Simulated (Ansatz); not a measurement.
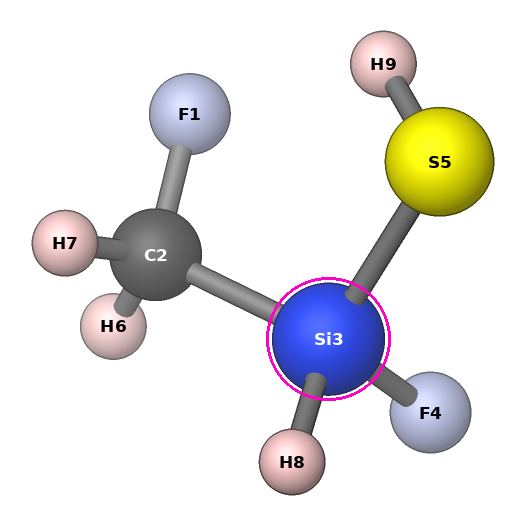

Depth is shown by fading: the farther an atom, the more it takes the colour of the background. Circles mark the stereogenic atoms. The geometry was computed by an optimisation with PBE-D4/def2-SVP. No frequency run is at hand to confirm it as a minimum.

Question: Assign CIP descriptors.

Answer: Si3: S (priorities S5 > F4 > C2 > H8).

Question: Give a SMILES with the stereochemistry.

Answer: FC[Si@@H](F)S
